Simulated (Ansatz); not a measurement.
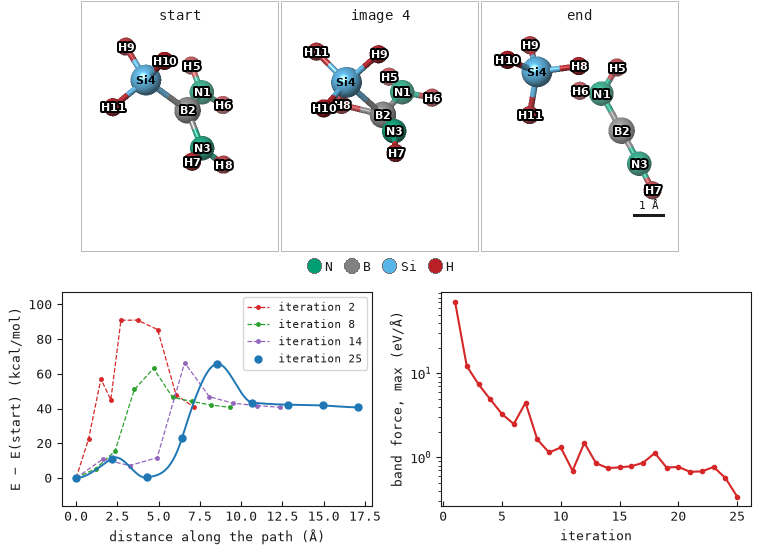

NEB run on BSiN₂H₇. Images are numbered from 0 (start) to 8 (end). The plot follows the band through its iterations. A ball-and-stick model, seen from a free direction.

Computed with UKS PBE0/def2-SVP (Ansatz). Run with 7 movable images; climbing image; force threshold 0.5 eV/Å; iteration limit 60; starting path through a guess of the saddle point.

**Did the band converge, and can the barrier be trusted?**

The run is converged, with reservations. The band converged in 25 iterations. The largest component of the band force went from 72 to 0.34 eV/Å. The climbing image converged on the top of the path. Its curvatures weren't checked. The force threshold is loose. The first iteration put the highest image at 351.5 kcal/mol. The energy climbs by 65.8 kcal/mol to image 4 and then falls by 25.1 kcal/mol, so the end point sits at +40.7 kcal/mol. The profile has 2 maxima (images 1, 4) with a dip at image 2 (+0.3 kcal/mol), so the process runs in steps.

The run took 7.3 min on 2 threads of Arm Neoverse V2, on a shared host, peak memory 0.29 GiB.
